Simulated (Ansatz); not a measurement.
## Electronic structure of C$_{2}$H$_{7}$Ga in real space

```tsv
atom	x (Å)	y (Å)	z (Å)
Ga	-0.6630	0.3098	-0.1058
C	0.8736	1.4093	0.4569
C	-0.4599	-1.6294	-0.3933
H	0.2541	-1.8099	-1.2030
H	-2.0606	1.0123	-0.3236
H	1.7932	0.8302	0.5534
H	1.0439	2.2175	-0.2603
H	0.6613	1.8853	1.4189
H	-0.0440	-2.1014	0.5017
H	-1.3984	-2.1238	-0.6449
```

The reactant side of a reaction path; geometry: PBE0-D4/def2-TZVP.

Theory: RKS PBE0-D4/def2-TZVPP in Ansatz.

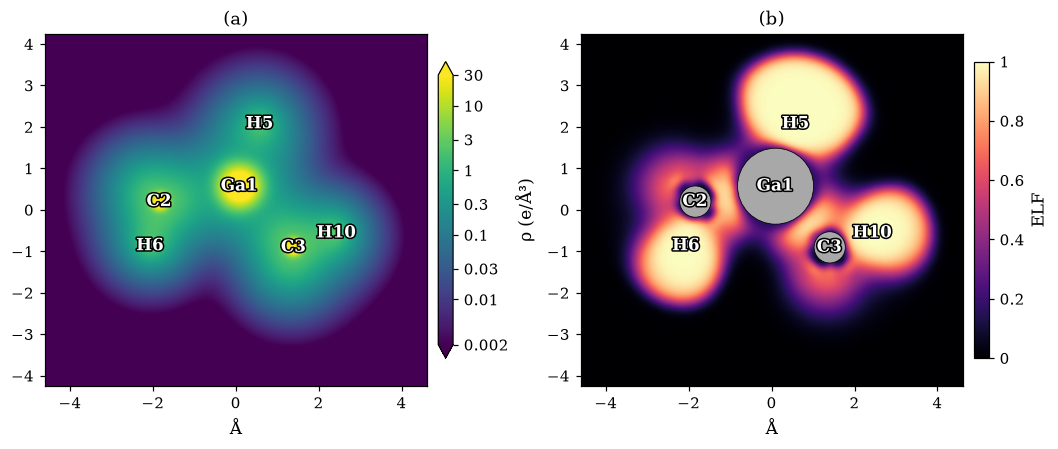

Figure 1. (a) electron density; (b) ELF on the plane of atoms C3, Ga1 and H5. Grey discs cover the atomic cores in the ELF map.

Question: Describe what can be read from this map.

Answer: The section cuts through Ga, C and H sites. C–Ga (1.97 Å): ρ at the midpoint is about 0.78 e/Å³; the ELF peaks at about 0.90 in the valence shell of C, 0.7 Å from its nucleus, and is about 0.55 at the midpoint. C–H (1.09 Å): ρ at the midpoint is about 2 e/Å³; the ELF climbs to about 1 towards the hydrogen, as it does in any bond to H: a covalent bond by its length. Ga–H (1.58 Å): ρ at the midpoint is about 0.96 e/Å³; the ELF climbs to about 1 towards the hydrogen.

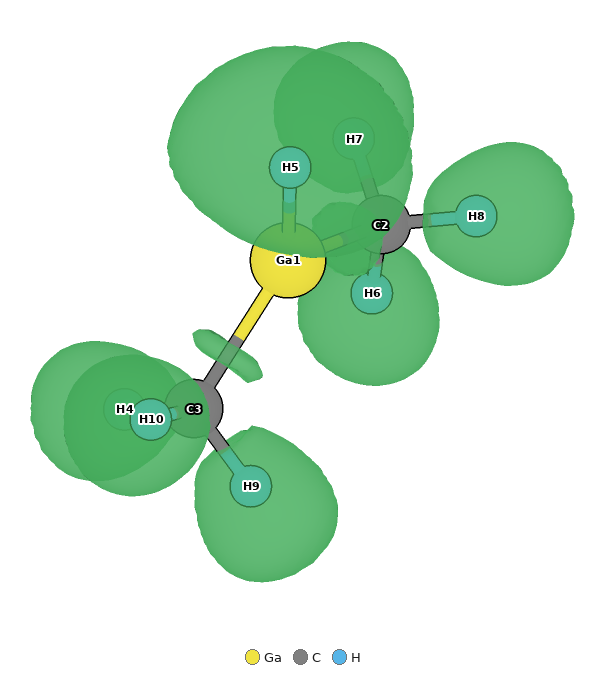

Figure 2. Isosurface of the electron localisation function at 0.85 (green), seen at an oblique angle. Only the valence region is drawn (cores and ρ < 0.01 e/Å³ removed).

Question: Where are the electrons localised?

Answer: At this value the surface marks out seven regions around hydrogen nuclei and two lobes of the valence shell of C pointing towards Ga (polar bonds).

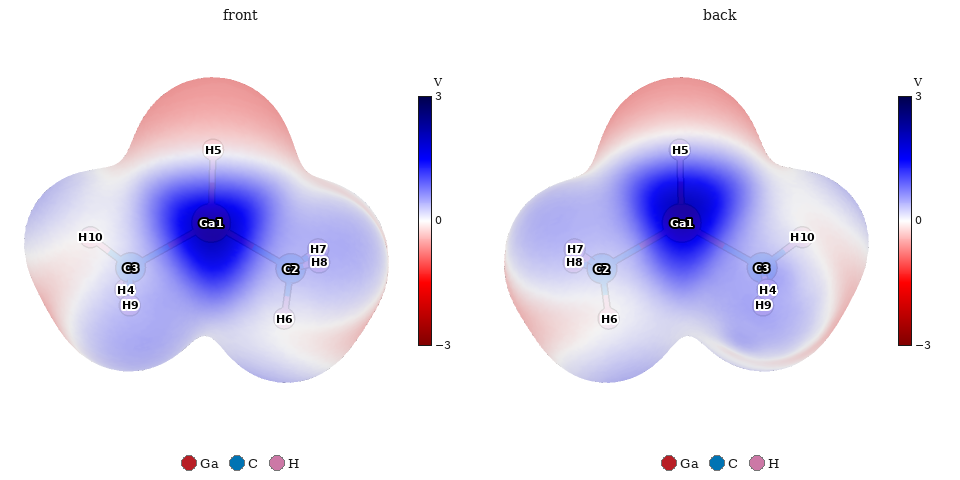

Figure 3. The electrostatic potential painted on the density surface at 0.001 e/bohr³, seen from the front and from behind; red is negative and blue positive.

Question: Where is the surface potential most negative and most positive?

Answer: The most negative region (about −0.5 V) lies over H5, the most positive (about +2.0 V) over Ga1.
